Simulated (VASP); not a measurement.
Data:

```xyz
6
Lattice="-1.9015 1.9015 4.8525 1.9015 -1.9015 4.8525 1.9015 1.9015 -4.8525" Properties=species:S:1:pos:R:3 pbc="T T T"
Ti     0.0000     1.9015     2.4262
Ti     0.0000     0.0000     0.0000
O      0.0000     1.9015     0.4219
O      0.0000     0.0000     7.7006
O      0.0000     0.0000     2.0043
O      0.0000     1.9015     4.4306
```

All values below come from PBE GGA, VASP's PBE PAW potentials (set 64) (plane waves; VASP). Settings: 520 eV cut-off, 9×9×9 Γ-centred mesh, tetrahedra with Blöchl corrections, potentials Ti_sv O.

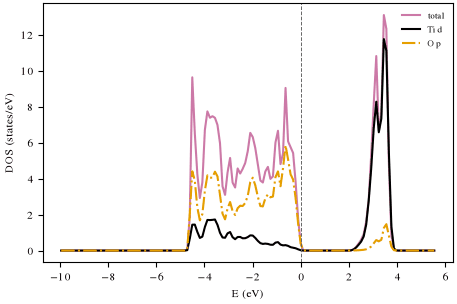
Figure. Total and projected density of states, zero at the valence-band maximum

Within 2 eV below the valence-band maximum the largest weight inside VASP's projection spheres is O p.

It has a band gap.

The compound is TiO2 in the anatase structure, one of several forms; rutile is the usual stable one. It was relaxed first.
